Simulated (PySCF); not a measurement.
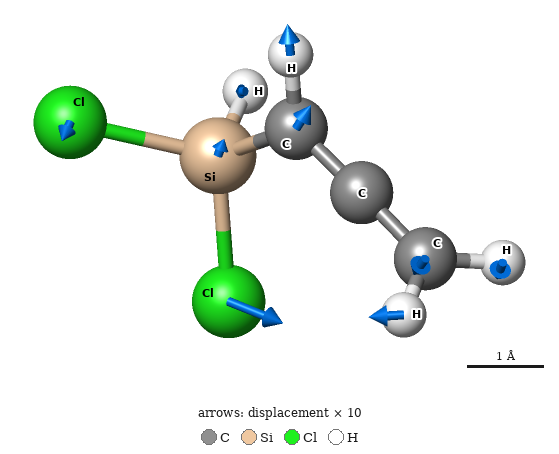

This is a relaxation of C3H4Cl2Si. The starting structure is drawn; blue arrows show the displacements, magnified 10 times. The two geometries are superimposed by the best rigid fit.

Style: ball-and-stick. Shown from a free direction.

The start comes from GFN2-xTB. Its atoms were then displaced at random by about 0.01 Å.

These are results of PySCF, PBE0-D3(BJ)/def2-SVP geometry optimisation, gas phase, not measurements. 

**Which element moves most?**

Chlorine: up to 0.086 Å, against 0.047 Å for hydrogen.

**What happened in the run?**

The largest move after the best rigid fit is that of a Cl atom, 0.086 Å. Largest moves by element: Cl 0.086 Å, H 0.047 Å, C 0.041 Å, Si 0.025 Å. Near-neighbour distances that change, for instance: Cl–Si 2.008 → 2.055 Å, C–H 1.074 → 1.094 Å, C–Si 1.840 → 1.852 Å, Cl–Si 2.052 → 2.063 Å. Bond angles that change, for instance: C–C–H 117.2° → 119.4°. After 4 geometry steps the energy has fallen by 1.16 kcal/mol. Cost: 29 s on 1 thread of Arm Neoverse V1 (shared host).
